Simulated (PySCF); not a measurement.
**NMR shielding calculation, with input and output: C₄H₆BCl**

C₄H₆BCl, computed with GIAO PBE0/aug-cc-pVDZ NMR shielding, non-relativistic, gas phase (PySCF 2.14.0).

The geometry comes from this level: PBE0-D3(BJ)/def2-SVP. Figures and captions count atoms from 1; the log counts them from 0 in places.

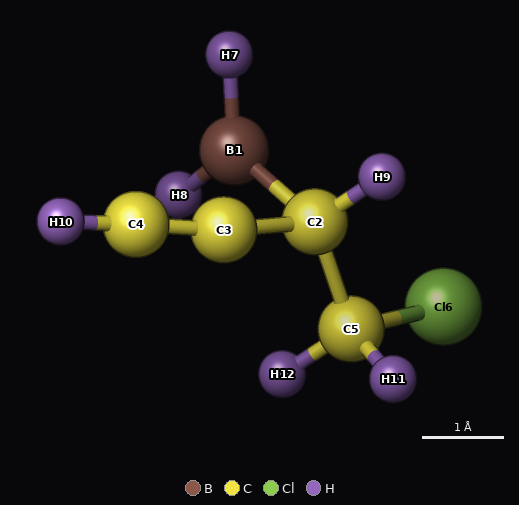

Figure 1. The structure (ball-and-stick view, seen at a tilt; atoms are numbered from 1 in the order of the input).

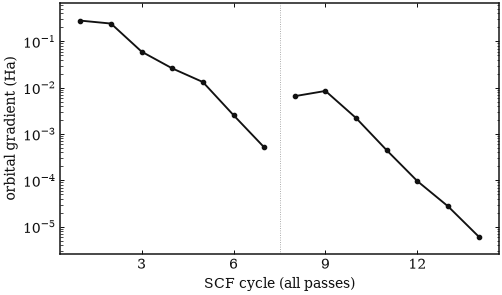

Figure 2. Convergence of the self-consistent field: orbital gradient against the SCF cycle. The dotted line marks the change from a coarse to the final integration grid. The first 7 cycles use a coarse grid, the final grid takes over at cycle 8, and the field converges after 14 cycles in all.

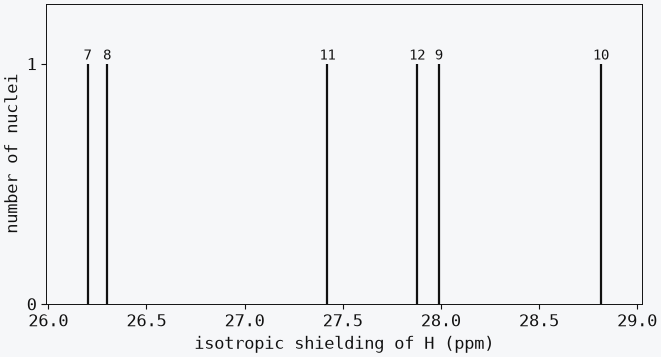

Figure 3. Isotropic shieldings of the hydrogen nuclei in this fixed geometry, labelled by atom number; shielding grows to the right, so chemical shift grows to the left. The least shielded is H7 (26.2 ppm), the most shielded H10 (28.8 ppm).

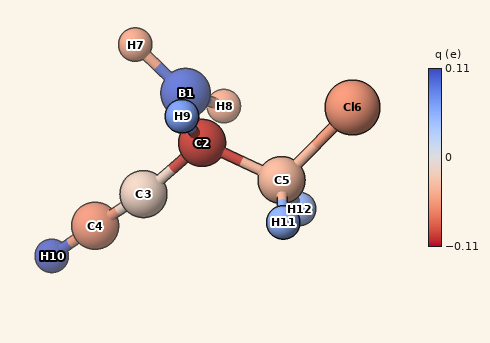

Figure 4. Hirshfeld charges, as the colour of each atom (ball-and-stick view, seen at a tilt; atoms are numbered from 1 in the order of the input). By element: B +0.10, C −0.09 to −0.02, Cl −0.06 and H −0.06 to +0.11 e.

These pictures come from the run below.

The input
```
{"job": {"kind": "nmr", "xc": "PBE0", "basis": "aug-cc-pVDZ", "pop": true}, "charge": 0, "multiplicity": 1}
B      0.387768     1.312912    -0.107629
C     -0.335158    -0.035760    -0.519793
C      0.984707    -0.608879    -0.317689
C      2.157056    -0.810251    -0.055470
C     -1.399863    -0.588445     0.407751
Cl    -2.874790     0.414303     0.311119
H      0.910272     1.990741    -0.955813
H      0.406520     1.617984     1.059790
H     -0.636067    -0.090460    -1.576067
H      3.185944    -1.043388     0.150749
H     -1.690313    -1.614500     0.143387
H     -1.056139    -0.572791     1.450638
```

The first line tells a small driver script what to run in PySCF; the rest is the geometry in Å.

Launch command:
```bash
OMP_NUM_THREADS=1 python <driver script> task.json out
```

Log
```
coarse grid: 10776 points
cycle   1  E = -640.5894334475  dE =  6.162e-01  |g| = 2.801e-01  |ddm| = 1.282e+01
cycle   2  E = -640.5975075691  dE = -8.074e-03  |g| = 2.419e-01  |ddm| = 2.346e+00
cycle   3  E = -640.6131060450  dE = -1.560e-02  |g| = 5.987e-02  |ddm| = 7.416e-01
cycle   4  E = -640.6138345571  dE = -7.285e-04  |g| = 2.607e-02  |ddm| = 1.823e-01
cycle   5  E = -640.6139612395  dE = -1.267e-04  |g| = 1.322e-02  |ddm| = 9.717e-02
cycle   6  E = -640.6140066579  dE = -4.542e-05  |g| = 2.552e-03  |ddm| = 3.119e-02
cycle   7  E = -640.6140083757  dE = -1.718e-06  |g| = 5.156e-04  |ddm| = 6.674e-03
final grid: 100024 points
cycle   8  E = -640.6326136971  dE = -2.506e-05  |g| = 6.561e-03  |ddm| = 1.979e-01
cycle   9  E = -640.6326062895  dE =  7.408e-06  |g| = 8.498e-03  |ddm| = 4.884e-02
cycle  10  E = -640.6326247367  dE = -1.845e-05  |g| = 2.208e-03  |ddm| = 2.096e-02
cycle  11  E = -640.6326259742  dE = -1.238e-06  |g| = 4.458e-04  |ddm| = 6.441e-03
cycle  12  E = -640.6326260258  dE = -5.155e-08  |g| = 9.613e-05  |ddm| = 1.153e-03
cycle  13  E = -640.6326260281  dE = -2.289e-09  |g| = 2.751e-05  |ddm| = 3.214e-04
cycle  14  E = -640.6326260283  dE = -2.140e-10  |g| = 6.124e-06  |ddm| = 1.166e-04
converged SCF energy = -640.6326260283

GIAO shielding tensors (ppm)
atom      isotropic    diamagn.    paramagn.     s11        s22        s33       span
  0 B       72.752     228.066    -155.314     32.072     57.687    128.496     96.424
  1 C      159.884     210.634     -50.750    130.494    152.899    196.257     65.763
  2 C      128.992     246.113    -117.121     27.341     68.011    291.623    264.282
  3 C      109.085     272.235    -163.150     26.168     58.417    242.672    216.504
  4 C      144.997     236.873     -91.875    120.246    143.110    171.636     51.389
  5 Cl     860.757    1142.601    -281.844    682.145    809.977   1090.149    408.004
  6 H       26.200      25.834       0.366     24.415     25.861     28.323      3.908
  7 H       26.299      27.298      -0.999     23.276     27.250     28.371      5.095
  8 H       27.989      27.083       0.906     22.907     28.702     32.360      9.453
  9 H       28.815      35.726      -6.911     23.454     24.428     38.564     15.110
 10 H       27.422      31.097      -3.675     21.429     28.111     32.726     11.297
 11 H       27.879      32.033      -4.155     22.595     28.508     32.534      9.939
```

Key numbers

- outcome: converged
- total energy: −640.632626 hartree
- HOMO: −8.21 eV
- LUMO: −1.31 eV
- dipole moment: 2.53 D
- isotropic shielding, B: 72.8 ppm
- isotropic shielding, C: 109.1 to 159.9 ppm
- isotropic shielding, Cl: 860.8 ppm
- isotropic shielding, H: 26.2 to 28.8 ppm
- hardware: 1 CPU thread, shared host
- wall time: 33 s
- peak memory: 0.9 GiB
